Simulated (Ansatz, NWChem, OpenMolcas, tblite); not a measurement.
## MoO3 (molybdenum trioxide): methods side by side

The species is MoO3 (4 atoms), meant as a singlet with charge 0. As SMILES, `[O]=[Mo](=[O])=[O]`. Geometry: relaxed at PBE0-D4/def2-TZVP.

Each level gives the dipole moment (D). The values are calculated.

```json
{"level": "GFN1-xTB", "kind": "semi-empirical", "program": "tblite", "value (D)": "9.01", "CPU time": "under 2 s"}
{"level": "HF/def2-SVPD (core potential)", "kind": "Hartree–Fock", "program": "NWChem", "value (D)": "5.67", "CPU time": "25 s"}
{"level": "SVWN5/def2-SVPD (core potential)", "kind": "LDA", "program": "NWChem", "value (D)": "4.68", "CPU time": "21 s"}
{"level": "revPBE/def2-SVPD (core potential)", "kind": "GGA", "program": "OpenMolcas", "value (D)": "4.69", "CPU time": "42 s"}
{"level": "TPSS/def2-SVPD (core potential)", "kind": "meta-GGA", "program": "OpenMolcas", "value (D)": "4.78", "CPU time": "65 s"}
{"level": "M06-2X/def2-SVPD (core potential)", "kind": "hybrid meta-GGA", "program": "NWChem", "value (D)": "5.04", "CPU time": "33 s"}
{"level": "CAM-B3LYP/def2-SVPD (core potential)", "kind": "range-separated hybrid", "program": "NWChem", "value (D)": "5.04", "CPU time": "2 min"}
{"level": "MP2/def2-SVPD (core potential)", "kind": "perturbation theory", "program": "Ansatz", "value (D)": "4.61", "CPU time": "13 s"}
```

The values span 4.61 to 9.01 D. CPU times are rough (shared hosts, several kinds of processor): they show what a rung costs within a factor of a few.

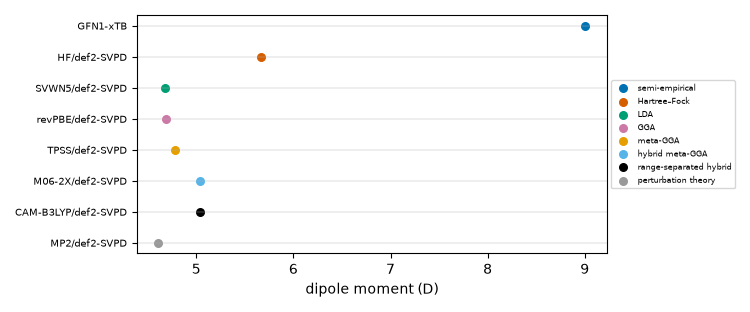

The values of the table, level by level.
